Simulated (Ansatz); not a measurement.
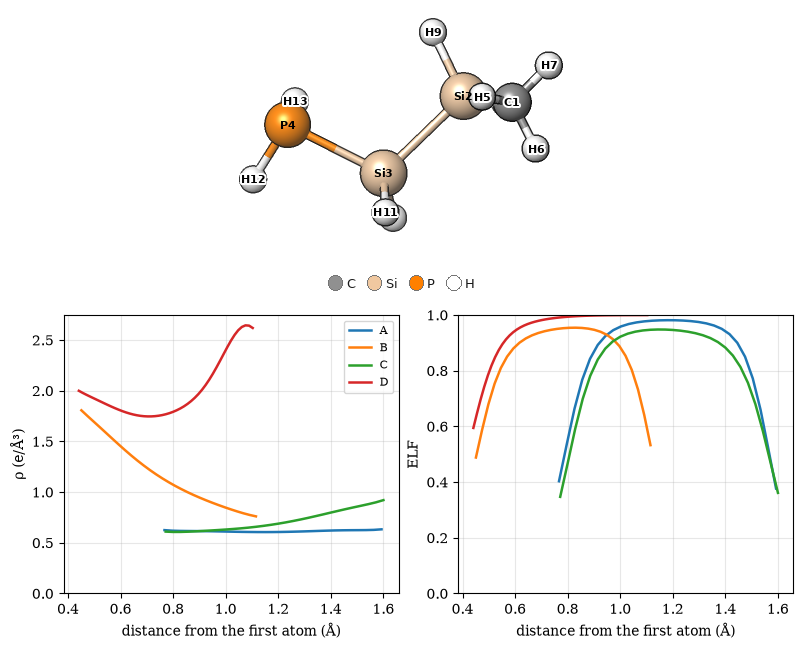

Figure. CH9PSi2 (SMILES C[SiH2][SiH2]P). Electron density and electron localisation function along straight lines between neighbouring atoms. The curves leave out the atomic cores. The structure is drawn too.

These are results of RKS PBE-D4/6-31G* in Ansatz, not measurements.

```yaml
atoms:
  - { symbol: C, position_ang: [-1.8182, 0.0773, 0.9431] }
  - { symbol: Si, position_ang: [-0.4848, -1.1950, 0.4903] }
  - { symbol: Si, position_ang: [1.4544, -0.1644, -0.3731] }
  - { symbol: P, position_ang: [3.2179, -0.6085, 1.0115] }
  - { symbol: H, position_ang: [-1.4377, 0.7863, 1.6971] }
  - { symbol: H, position_ang: [-2.1266, 0.6558, 0.0564] }
  - { symbol: H, position_ang: [-2.7104, -0.4215, 1.3572] }
  - { symbol: H, position_ang: [-1.0168, -2.1759, -0.5195] }
  - { symbol: H, position_ang: [-0.0956, -1.9908, 1.7077] }
  - { symbol: H, position_ang: [1.7078, -0.5710, -1.8004] }
  - { symbol: H, position_ang: [1.2768, 1.3301, -0.3702] }
  - { symbol: H, position_ang: [4.2308, -0.2248, 0.0647] }
  - { symbol: H, position_ang: [3.2927, -1.9957, 0.6408] }
```

**Which curve belongs to which contact (C–H, C–Si, Si–P and Si–Si)? The first atom named is at distance zero.**

Curve A: Si–Si (2.36 Å): ρ at the midpoint is about 0.61 e/Å³; the ELF peaks at about 1 between the atoms (a shared electron pair). Curve B: C–Si (1.90 Å): the density is about 0.9 e/Å³ at the midpoint; the ELF peaks at about 0.95 between the atoms, as expected for a covalent bond. Curve C: Si–P (2.29 Å): the density is about 0.67 e/Å³ at the midpoint; the ELF peaks at about 0.95 between the atoms, as expected for a shared electron pair. Curve D: C–H (1.10 Å): ρ is about 1.9 e/Å³ halfway; the ELF climbs to about 1 towards the hydrogen, as it does in any bond to H; an ordinary covalent bond to hydrogen.
